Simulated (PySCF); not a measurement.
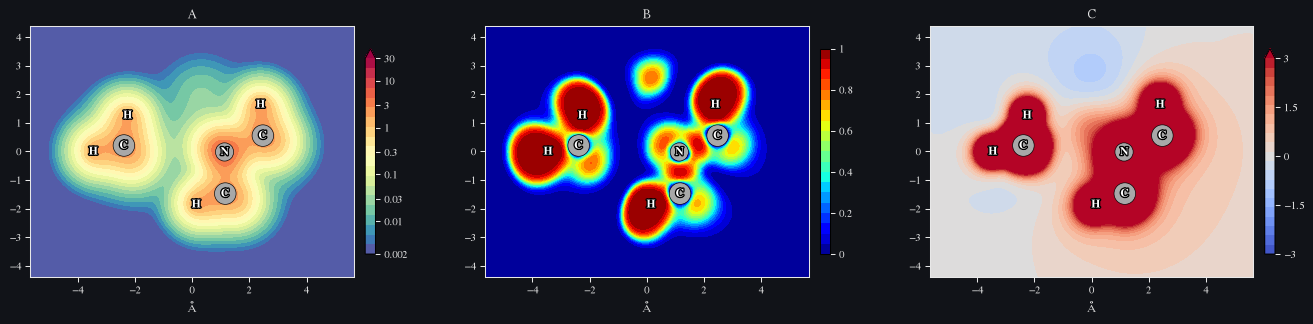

C4H14AlN (SMILES C[CH2][AlH2-][NH+](C)C): 3 fields on the plane of atoms C5, N4 and C6, with unlabelled colour scales. Grey discs cover the atomic cores.

Geometry: GFN2-xTB.

The calculation used PySCF, wB97X-D/def2-SVPD, SCF density, gas phase.

Which field does each panel show? The fields are: electron density, electron localisation function and electrostatic potential.

Answer. Panel A: electron density. Panel B: electron localisation function. Panel C: electrostatic potential (strongly positive close to the atoms, with negative regions outside electron-rich atoms). From the grid: C–N (1.46 Å): ρ is about 1.9 e/Å³ halfway; the ELF peaks at about 0.95 between the atoms, as expected for a covalent bond.
